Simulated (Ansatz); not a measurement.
Fields on a plane of ZrS2 (CdI2 type)

```
CELL_PARAMETERS angstrom
      3.57813     0.00000     0.00000
     -1.78907     3.09875     0.00000
      0.00000     0.00000     5.54076
ATOMIC_POSITIONS crystal
  Zr 0.00000 0.00000 0.00000
  S  0.33333 0.66667 0.26469
  S  0.66667 0.33333 0.73531
```

The slice is a (0001) plane (indices of the conventional cell) through the point (0.000, 0.000, 0.000) (fractional), spanned by u = [110] and v = [1 -1 0] in vectors of this cell: u (3.58 Å) and v (6.20 Å, at 90° to u). It covers one period; positions are fractions (u, v).

Atoms on it: Zr at (0.00, 0.00); Zr at (0.50, 0.50).

Level of theory: PBEsol-D3(BJ) (plane waves to 420 eV, PAW, scalar-relativistic; Ansatz, a quantum-chemistry and plane-wave program). k mesh 11×11×6. Near the nuclei the fields are pseudised (PAW); where an atom keeps semicore shells as valence, they peak there. ZrS2 is run without spin polarisation. ZrS2 was relaxed with its symmetry unable to fall.

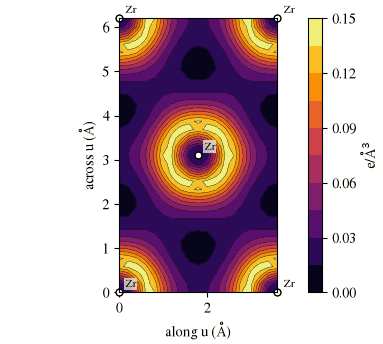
Figure. Density of the lowest conduction band (whole band as if filled, smooth part) in e/Å³, one period of the plane, atoms marked. 

| v \ u | 0.00 | 0.11 | 0.22 | 0.33 | 0.44 | 0.56 | 0.67 | 0.78 | 0.89 |
|---|---|---|---|---|---|---|---|---|---|
| 0.88 | x | x | <-2.0 | 3.3 | 6.3 | 6.3 | 3.3 | <-2.0 | x |
| 0.75 | 4.9 | 5.3 | 5.8 | 5.6 | 5.0 | 5.0 | 5.6 | 5.8 | 5.3 |
| 0.62 | 6.6 | 5.3 | 0.2 | x | x | x | x | 0.2 | 5.3 |
| 0.50 | 5.8 | 2.9 | x | x | x | x | x | x | 2.9 |
| 0.38 | 6.6 | 5.3 | 0.2 | x | x | x | x | 0.2 | 5.3 |
| 0.25 | 4.9 | 5.3 | 5.8 | 5.6 | 5.0 | 5.0 | 5.6 | 5.8 | 5.3 |
| 0.12 | x | x | <-2.0 | 3.3 | 6.3 | 6.3 | 3.3 | <-2.0 | x |
| 0.00 | x | x | x | -1.7 | 5.1 | 5.1 | -1.7 | x | x |

Values: electrostatic potential energy of an electron, from the cell's mean, in eV. Points within 1 Å of a nucleus are blanked (x), as the pseudised field means little there. Values under -2 eV are set to -2. The zero, the cell's mean, hangs on the PAW cores.
